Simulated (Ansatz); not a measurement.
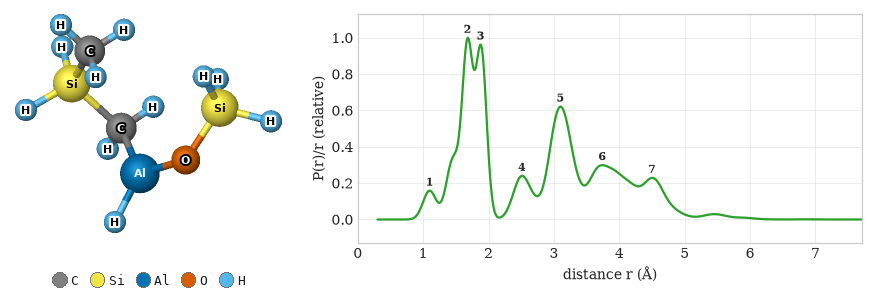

Simulated gas electron diffraction: radial distribution curve of C2H11AlOSi2. Each pair of atoms contributes with weight ZᵢZⱼ/r; damping constant 0.002 Å²; vibrational amplitudes assumed, not computed: 0.05 Å for bonds, 0.078 Å for bonds to H, 0.06 + 0.015 r up to 0.15 Å for other pairs. The geometry is the end point of an optimisation (RKS B3LYP-D4/STO-3G in Ansatz); it may be a saddle point or a higher isomer. SMILES: C[SiH2][CH2][AlH][O][SiH3].

Assign the numbered peaks of the radial distribution curve (– bonded, ··· not bonded).

Peak 1, 1.10 Å: C–H 1.10 Å (×5)
Peak 2, 1.68 Å: Si–H 1.45 Å (×2), Al–O 1.67 Å, Si–O 1.68 Å, not resolved; in its flanks Si–H 1.45 Å
Peak 3, 1.88 Å: Si–C 1.87–1.88 Å (×2), Al–C 1.91 Å
Peak 4, 2.51 Å: Si···H 2.45–2.50 Å (×5), Al···H 2.50–2.52 Å (×2), O···H 2.55–2.68 Å (×4), C···H 2.71–2.73 Å (×3), not resolved
Peak 5, 3.10 Å: Si···Al 3.00–3.17 Å (×2), O···C 3.12 Å, not resolved
Peak 6, 3.74 Å: Al···H 3.58–4.04 Å (×4), Al···C 3.65 Å, Si···C 3.68–3.86 Å (×2), O···C 3.94 Å, not resolved; in its flanks Si···O 4.18 Å
Peak 7, 4.50 Å: Al···H 4.43–4.67 Å (×2), Si···Si 4.51 Å, Si···H 4.65–4.70 Å (×2), not resolved
